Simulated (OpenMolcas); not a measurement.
**Re⁵⁺ among point charges: CASSCF and CASPT2 levels and susceptibility**

Aim: the splitting of the states of Re⁵⁺ in the field of 6 point charges, its lowest levels with spin-orbit coupling and its magnetic susceptibility.

The numbers are computed with OpenMolcas 26.06 (state-averaged CASSCF and CASPT2, spin-orbit coupling by RASSI with atomic mean-field integrals), except any that are marked as measured or tabulated.

## 1. Starting point

```
Species                           : Re⁵⁺ (rhenium, Z = 75, 70 electrons)
Basis                             : ANO-RCC-VDZP [7s6p4d2f1g], 68 functions
Scalar Hamiltonian                : DKH2, point nucleus
Inactive shells                   : 1s 2s 2p 3s 3p 3d 4s 4p 4d 4f 5s 5p
Active space                      : 2 electrons in 5 orbitals (5d)
Some configurations of this space : 5d²
Orbitals                          : optimised for each spin and parity, averaged over all roots
```

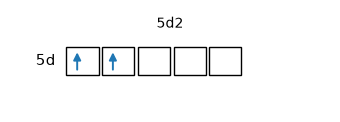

Outer shells as boxes.

The ion sits among 6 point charges of -1.7 e arranged as an octahedron (Oh), 1.76 Å from the ion.

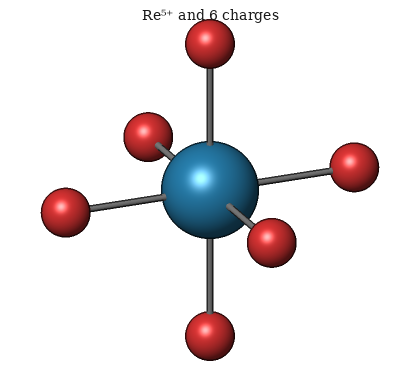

The ion and the point charges (red).

The work runs as a chain of OpenMolcas steps in one folder; each step below is one input file. Labels, J, g values, rates, χT and fits are worked out afterwards by a script from the matrices that RASSI stores. The input lists half of the charges; inversion (Group=XYZ) makes the rest.

## 2. GATEWAY and SEWARD: basis and integrals

a.inp reads:

```
&GATEWAY
Coord
1

Re 0.0 0.0 0.0
Basis=ANO-RCC-VDZP
Group=XYZ
NoMove
AngMom=0.0 0.0 0.0
AMFI
XField
3 Angstrom 0
1.760000 0.000000 0.000000 -1.700000
0.000000 1.760000 0.000000 -1.700000
0.000000 0.000000 1.760000 -1.700000
&SEWARD
```

## 3. Reference wave functions, triplets of even parity, 10 roots

a.inp reads:

```
&RASSCF
FileOrb=start.orb
Symmetry=1
Spin=3
nActEl=2 0 0
Inactive=15 19
Ras2=5 0
CIRoot=10 10 1
SDav=10
CIMx=300
Iter=120 100
PrWF=0.3
OrbListing=Nothing
MaxOrb=0
>>> COPY $Project.JobIph JOB001
```

start.orb holds the contracted functions of the basis, ordered by shell, or the orbitals of the step before.

## 4. CASSCF: singlets of even parity, 15 roots

a.inp reads:

```
&RASSCF
FileOrb=start.orb
Symmetry=1
Spin=1
nActEl=2 0 0
Inactive=15 19
Ras2=5 0
CIRoot=15 15 1
SDav=15
CIMx=300
Iter=120 100
PrWF=0.3
OrbListing=Nothing
MaxOrb=0
>>> COPY $Project.JobIph JOB002
```

## 5. State interaction with spin-orbit coupling

a.inp reads:

```
&RASSI
NrOfJobIphs=2 10 15
1 2 3 4 5 6 7 8 9 10
1 2 3 4 5 6 7 8 9 10 11 12 13 14 15
IphNames
JOB001
JOB002
EJob
SpinOrbit
DIPRint=1.0
SOCoupling=1000.0
Subsets=2
Property=9
'ANGMOM' 1 'ANGMOM' 2 'ANGMOM' 3 'MLTPL  1' 1 'MLTPL  1' 2 'MLTPL  1' 3
'AMFI' 1 'AMFI' 2 'AMFI' 3
SOProperty=3
'ANGMOM' 1 'ANGMOM' 2 'ANGMOM' 3
```

## 6. CASPT2: IPEA 0.25, imaginary shift 0.1 (closed shells correlated: 5s 5p)

a.inp reads:

```
>>> COPY JOB001 $Project.JobIph
&CASPT2
Multistate=10 1 2 3 4 5 6 7 8 9 10
NoMult
Frozen=14 16
IPEA=0.25
Imaginary=0.1
MaxIter=60
WThr=0.0 0.3 0.05
PrWF=0.5
NoMix
>>> COPY JOB002 $Project.JobIph
&CASPT2
Multistate=15 1 2 3 4 5 6 7 8 9 10 11 12 13 14 15
NoMult
Frozen=14 16
IPEA=0.25
Imaginary=0.1
MaxIter=60
WThr=0.0 0.3 0.05
PrWF=0.5
NoMix
```

(Steps that only read results are left out.)

Before running it: what results should come out? Wanted: spin-free ground state; first state of the same spin within the active space; lowest level; next level.

The runs gave:

```
                                            quantity                                                                        value
                                              method  SS-CASPT2, IPEA 0.25, imaginary shift 0.1 (closed shells correlated: 5s 5p)
                              spin-free ground state                                              3T1, 3-fold in its orbital part
first state of the same spin within the active space                                                            3T2 at 16100 cm⁻¹
                                        lowest level                                               2-fold E, g = 0.00, 0.00, 0.00
                                          next level                                                                   955.8 cm⁻¹
                                         χT at 300 K                                                               0.04 cm³ K/mol
                           effective moment at 300 K                                                                      0.57 μB
```

Cost by method:

```
                                              method  time of its own steps  time with the reference
                                           A. CASSCF                  3.4 s                    3.4 s
B. SS-CASPT2, IPEA 0.25, imaginary shift 0.1, +5s 5p                  1.8 s                    5.3 s
```

Times are of one thread on a shared host.

What this shows: The spin-free ground state (3T1) comes to 93 % from free-ion F terms and keeps the highest spin of the shell. χT at 300 K is 0.04, against 1.00 cm³ K/mol for the spin alone, so spin-orbit coupling lowers it. A ligand-field fit to the states below 45000 cm-1 gives 10Dq = 18113 cm-1, B = 756 cm-1 and C = 3203 cm-1 (C/B = 4.24), with a deviation of 289 cm-1. CASPT2 does not keep the components of a term degenerate, and the means are used. The field of point charges can differ much from that of real complexes. This is an electrostatic model: the charges have no orbitals.
